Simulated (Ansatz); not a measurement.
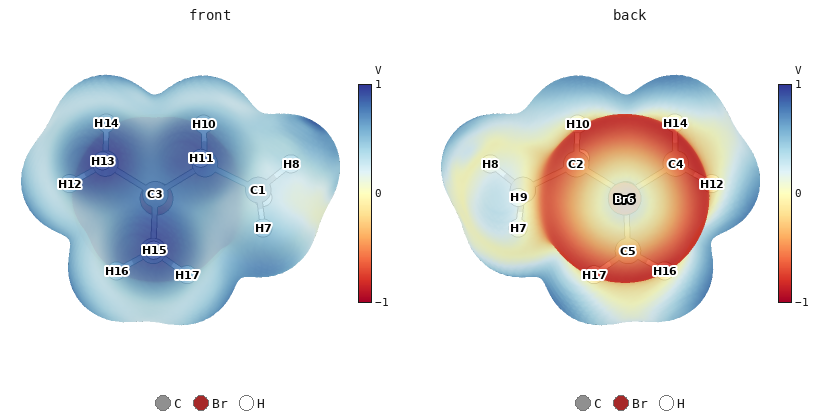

The picture shows: C₅H₁₁Br (SMILES CCC(C)(C)Br). The electrostatic potential painted on the density surface at 0.002 e/bohr³, seen from the front and from behind; red is negative and blue positive.

Geometry: PBE0-D3(BJ)/def2-SVP.

The calculation used isolated molecule in a Gaussian basis; Kohn-Sham density functional theory, functional PBE0 (Ansatz).

Input

```
crystal:
  periodic: [false, false, false]
  atoms:
    - {symbol: C, position_ang: [-0.592700, 1.660394, -1.827953]}
    - {symbol: C, position_ang: [0.095914, 1.646967, -0.475066]}
    - {symbol: C, position_ang: [0.192692, 0.298320, 0.237761]}
    - {symbol: C, position_ang: [0.909253, 0.447763, 1.568732]}
    - {symbol: C, position_ang: [0.829115, -0.784702, -0.615259]}
    - {symbol: Br, position_ang: [-1.663606, -0.307620, 0.660468]}
    - {symbol: H, position_ang: [-0.054976, 1.055106, -2.573016]}
    - {symbol: H, position_ang: [-0.648589, 2.687098, -2.218642]}
    - {symbol: H, position_ang: [-1.619008, 1.271299, -1.750443]}
    - {symbol: H, position_ang: [-0.401520, 2.356102, 0.206189]}
    - {symbol: H, position_ang: [1.135546, 2.008414, -0.584920]}
    - {symbol: H, position_ang: [0.928077, -0.502531, 2.120440]}
    - {symbol: H, position_ang: [1.950580, 0.762779, 1.386357]}
    - {symbol: H, position_ang: [0.425063, 1.206700, 2.199478]}
    - {symbol: H, position_ang: [1.849242, -0.471191, -0.895674]}
    - {symbol: H, position_ang: [0.899905, -1.730470, -0.059977]}
    - {symbol: H, position_ang: [0.259742, -0.970406, -1.535506]}
basis:
  gaussian: {orbitals: def2-SVPD}
hamiltonian: {xc: pbe0}
output: {forces: true, orbitals: {seedname: orbitals}}
```

Command:

```sh
ansatz run input.yaml --threads 4 --pin off --max-ram 7830MiB --events-out events.jsonl --progress --plain --runs-dir runs
```

Q: Where is the surface potential most negative and most positive?

A: The most negative region (about −0.8 V) lies over Br6, the most positive (about +0.9 V) over H13 and H15. Br6 shows a σ-hole: about +0.2 V at the tip opposite its bond, against about −0.7 V on its flanks.

Q: What dipole moment does the calculation give?

A: Its dipole moment is 2.39 D.
